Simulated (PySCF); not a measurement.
CH$_{3}$Cl, SMILES `CCl`.

Level of theory: B3LYP/def2-TZVP (PySCF), at a geometry from GFN2-xTB. No frequency check shows the geometry to be a minimum. GFN2-xTB bond lengths at metals and heavier atoms can be off by up to 0.1 Å and shapes distorted, which carries into these values.

Input

```python
import numpy as np
from pyscf import gto, scf, dft
from pyscf.scf import atom_ks, atom_hf
from scipy.linalg import block_diag

def solve(mol, dm0=None, hcore=None):
    mf = (dft.UKS if mol.spin else dft.RKS)(mol, xc='b3lyp')
    mf.grids.level = 3
    mf = mf.density_fit(auxbasis='def2-universal-jkfit')
    mf.conv_tol, mf.max_cycle = 1e-8, 80
    if hcore is not None:
        mf.get_hcore = lambda *args: hcore
    mf.kernel(dm0)
    if not mf.converged:
        mf = mf.newton().run(mf.mo_coeff, mf.mo_occ, max_cycle=30)
    assert mf.converged, 'SCF not converged'
    return mf

mol = gto.M(atom='''
C     -1.12281     0.00000     0.00000
Cl     0.65444     0.00000     0.00000
H     -1.46285     0.69041    -0.76544
H     -1.46286    -1.00809    -0.21519
H     -1.46285     0.31769     0.98063
''', basis='def2-tzvp', charge=0, spin=0, verbose=4)
mf = solve(mol)
out = dict(e0=mf.e_tot, dm0=mf.make_rdm1(), c=mf.mo_coeff, occ=mf.mo_occ, eps=mf.mo_energy)
for name, dq, spin in [('cation', 1, 1), ('anion', -1, 1)]:
    ion = mol.copy().set(charge=mol.charge + dq, spin=spin).build()
    mi = solve(ion)
    if spin and dq > 0 and mol.nao < 130:
        c, _, stable, _ = mi.stability(return_status=True)
        if not stable:
            mi = solve(ion, mi.make_rdm1(c, mi.mo_occ))
    print(name, 'vertical energy change / eV', (mi.e_tot - mf.e_tot) * 27.211386)
    out.update({'e_' + name: mi.e_tot, 'dm_' + name: mi.make_rdm1(), 's2_' + name: mi.spin_square()[0], 'eps_' + name: mi.mo_energy, 'occ_' + name: mi.mo_occ})
# spherically averaged free atoms, for the promolecule
atm = atom_ks.get_atm_nrks(mol, xc='b3lyp')
pro = block_diag(*[(atm[a[0]][2] * atm[a[0]][3]) @ atm[a[0]][2].T for a in mol._atom])
np.savez('result.npz', pro=pro, **out)
```

Launched as:

```sh
OMP_NUM_THREADS=1 python input.py
```

The run took 65 s on 1 thread of Arm Neoverse V2 (shared host), peak memory 0.41 GiB.

Partitions, critical points and surface values were worked out afterwards from this run's density.

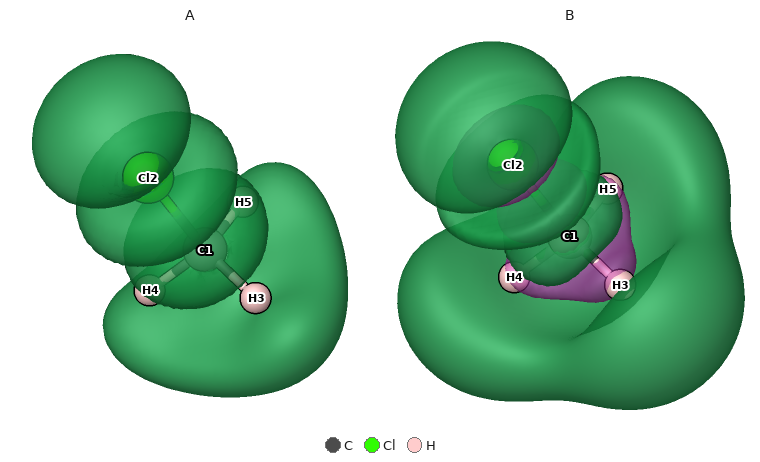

The Fukui function f⁺ from two separate SCF calculations and the density of the LUMO, at ±0.01 e/Å³ (green positive, purple negative).

Q: Which panel is which, and how good is the frozen-orbital picture?

A: B is f⁺ (it has negative regions), A the LUMO density. The LUMO lies on Cl2 (40 %), C1 (30 %) and H3, H4 and H5 (10 % each); f⁺ (Hirshfeld-condensed) is largest on Cl2 (0.27), H3, H4 and H5 (0.18 each) and C1 (0.18); the vertical electron affinity is −2.57 eV (the stability of the anion's solution wasn't checked; negative, but this basis has no diffuse functions, so it doesn't show that the anion is unbound). Relaxation shifts 25 % of the electron between atoms. The orbital energy is 0.50 eV.
